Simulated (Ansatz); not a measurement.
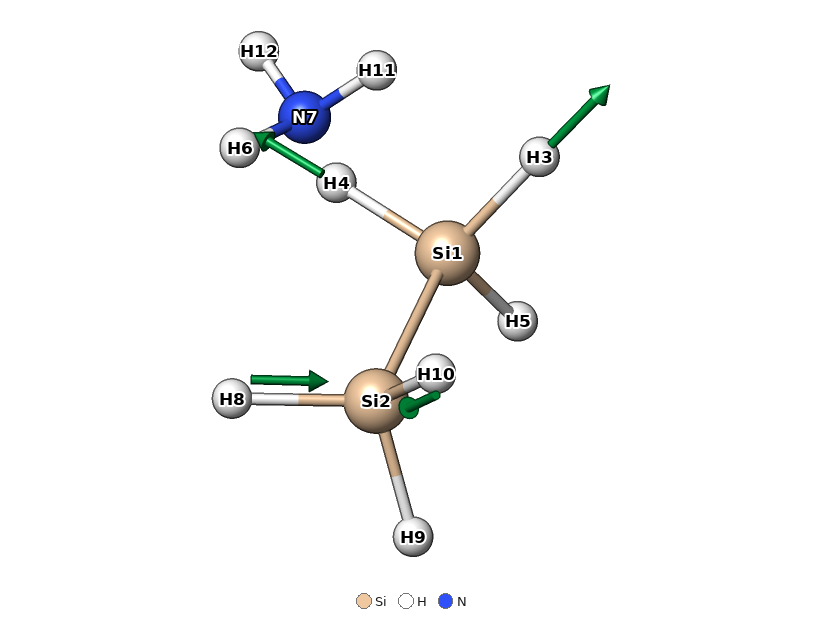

The arrows show one normal mode. Harmonic vibrations computed with RKS PBE0-D4/def2-TZVP (Ansatz 0.2.0) at a stationary point of the same level.

Q: What kind of motion is it?

A: Mostly out-of-phase stretching of 4 Si–H bonds.

Q: At what wavenumber does it lie?

A: 2212 cm⁻¹; it is mode 24 of 30 counted from the lowest.
